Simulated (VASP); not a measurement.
Band structure of InP (relaxed from the h-BN structure, space group P6_3/mmc). Calculation: r2SCAN meta-GGA, VASP's PBE PAW potentials (set 64) (plane waves; VASP).

Unless said otherwise, spin-orbit coupling is left out, though it shifts the bands of the heavy elements here.

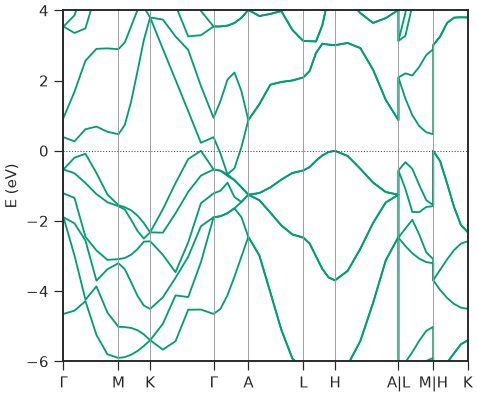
Figure: Bands along high-symmetry lines, zero at the valence-band maximum or, without a gap, the Fermi level

Q: Read the plot: is there a gap, and where are the band edges?

A: It has no gap at this level: it comes out as a metal or semimetal.

The structure was generated: InP was put into the h-BN type (P6_3/mmc), which need not be its known phase. It was relaxed first, which changed the volume by -35 %.
